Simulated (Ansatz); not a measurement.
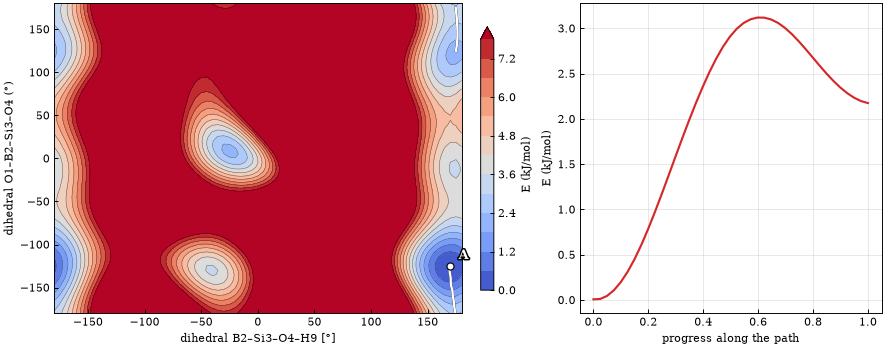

BFH₄O₂Si, SMILES OB[SiH](O)F. First axis: dihedral B2–Si3–O4–H9. Second axis: dihedral O1–B2–Si3–O4. Nothing is relaxed (all other coordinates rigid). Grid: 18 × 18 points. Points are written as (first, second). Energies: kJ/mol, counted from the relaxed molecule at the same level. The calculation used RKS PBE-D4/def2-SVP (Ansatz 0.2.0).

Drawn: filled contours, a line along the lowest path, one colour for all values above the top of the scale, the energy along the path at the right, the start A. Between grid points the surface is interpolated.

Q: Describe the path and its barrier.

A: The easiest path leads from the well at about (170°, −125°) to the well at about (175°, 125°), about 2.2 kJ/mol higher (on a rigid scan; wells that are mirror images or exchange like atoms can differ by this much). Its highest point lies about 3.1 kJ/mol above the bottom of the first well on the interpolated surface, at about (175°, 170°). Seen from the upper well the barrier is about 0.94 kJ/mol. The start is the relaxed structure and all else is held, so a fully relaxed path at this level can only be lower.
